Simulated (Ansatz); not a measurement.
```yaml
atoms:
  - { symbol: F, position_ang: [-1.0018, -1.9249, 1.6170] }
  - { symbol: Al, position_ang: [-0.5411, -1.2866, 0.1710] }
  - { symbol: B, position_ang: [0.1713, 0.0116, -1.1186] }
  - { symbol: C, position_ang: [0.2908, 0.7284, 0.1458] }
  - { symbol: H, position_ang: [0.4265, 0.2509, -2.2486] }
  - { symbol: H, position_ang: [0.0192, 0.4131, 1.1698] }
  - { symbol: H, position_ang: [0.6965, 1.7398, 0.2178] }
```

Geometry: PBE0-D4/def2-TZVP.

The calculation used RKS PBE0-D4/def2-TZVPP (Ansatz 0.2.0).

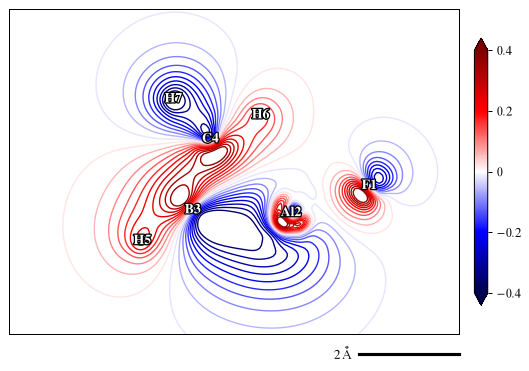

CH$_{3}$AlBF (SMILES [F][Al]1[BH][CH2]1). One frontier orbital on the molecular plane (values in Å⁻³ᐟ²; the overall sign is arbitrary).

### Which orbital is it: HOMO or LUMO?

The HOMO, at −7.37 eV. It lies mainly on Al2 (about 45 %), B3 (about 30 %), C4 (about 15 %) and H7 (about 5 %); it is symmetric in the molecular plane (an in-plane orbital: σ, lone-pair or in-plane π type).
